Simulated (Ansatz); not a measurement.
## Effect of Si on a Pb site on PbI2

Take a 9-atom supercell of PbI$_{2}$ in the CdI2 type structure (space group P-3m1, No. 164; a = 4.559 Å, c = 6.973 Å) at its relaxed geometry as the base.

The change: one Pb atom is replaced by Si, atoms relaxed at fixed cell, starting from a slightly rattled geometry.

Level of theory: PBE-D3(BJ), PAW, 420 eV (Ansatz, an electronic-structure program; spin-orbit coupling left out), earlier PAW set. k-mesh 4×4×4 (Γ-centred); smearing 0.01 eV (Fermi–Dirac).

The pressure goes from zero to -1.0 GPa and the largest displacement of a host atom from its site in the perfect cell is 0.26 Å. The mean distance from the defect site to its nearest host atoms shrinks by 0.25 Å to 2.99 Å.

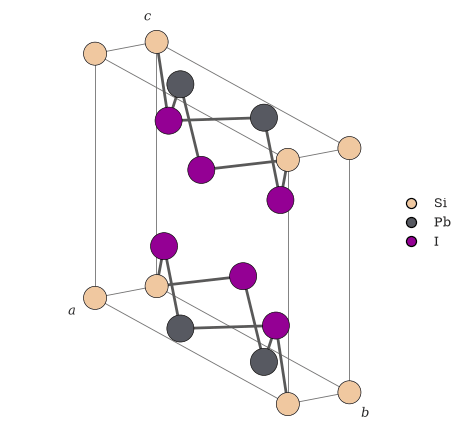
Fig. 1. The relaxed cell after the change

Other magnetic orders, which the real material may have, were not ruled out. In so small a cell the defect repeats every few ångströms: this is an ordered compound, not a dilute defect. Starting moments died away, wholly or in part, for Si on a Pb site; another magnetic solution may exist. The defect cell is spin-polarised and ends with 0.0 μB. The D3 term's C6 switches between coordination references near this geometry, which can add small steps to energies.
